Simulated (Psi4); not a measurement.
Exact exchange and the dipole moment of HNO (nitroxyl)

HNO: 3 atoms, total charge 0, spin state singlet. As SMILES, `N=O`. Geometry: relaxed at PBE0-D4/def2-TZVP.

The dipole moment y, in D, basis def2-TZVPPD; a is the functional's share of exact exchange. Programs: Psi4 1.11.

```
functional  program     a  y (D)
       PBE     Psi4     0   1.49
      BLYP     Psi4     0   1.50
     TPSSh     Psi4   0.1   1.57
     B3LYP     Psi4   0.2      ?
      PBE0     Psi4  0.25   1.63
     BHLYP     Psi4   0.5   1.76
```

Q: Fit y = c + s·a to the known rows and predict B3LYP.

A: 
1. Means of the 5 rows: a = 0.1700, y = 1.590.
2. Σ(Δa)² = 0.178, Σ(Δa·Δy) = 0.093, so the slope is 0.093/0.178 = 0.52247.
3. Intercept: 1.590 − (0.52247) × 0.1700 = 1.501. The largest residual of the fit is 0.017.
4. B3LYP: 1.501 + (0.52247) × 0.2 = 1.61 D.

The run gave 1.62 D, so the prediction is off by -0.01 D, within the largest residual. More exact exchange makes the molecule more polar here. The measured value is 1.67 D (NIST CCCBDB); in this basis the line meets it at a = 0.32.

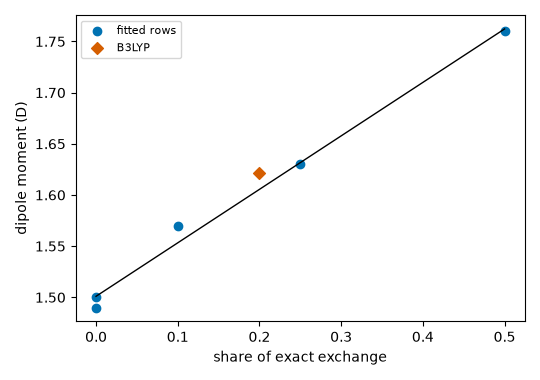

The fitted line, with the withheld row.
